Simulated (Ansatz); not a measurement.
A relaxed structure of TePb. Level of theory: PBE (plane waves to 420 eV, PAW, scalar-relativistic; Ansatz, a first-principles code).

Fm-3m (No. 225), cF8, rock salt type; a = 6.570 Å, b = 6.570 Å, c = 6.570 Å, α = 90.00°, β = 90.00°, γ = 90.00°.

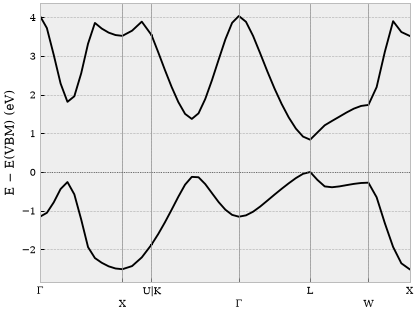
*Highest filled and lowest empty band along the path of this cell's Brillouin zone*

Q: Read off the gap and say whether it is direct.

A: 0.83 eV, direct at L (no spin-orbit coupling).

Q: How far does the top valence band disperse along this path?

A: About 2.5 eV.

No spin polarisation in the result. Spin-orbit coupling is missing; with elements this heavy it can move band edges by tenths of an eV or more.

Measured for TePb: gap 0.19 eV (0 K or low temperature; as listed in arXiv:2302.06325). Computed minus measured — gap: PBE +0.64 eV. The computed values are for a static lattice, and a measured gap can be an optical one, lowered by exciton binding.

The run could not lose the symmetry of its start.
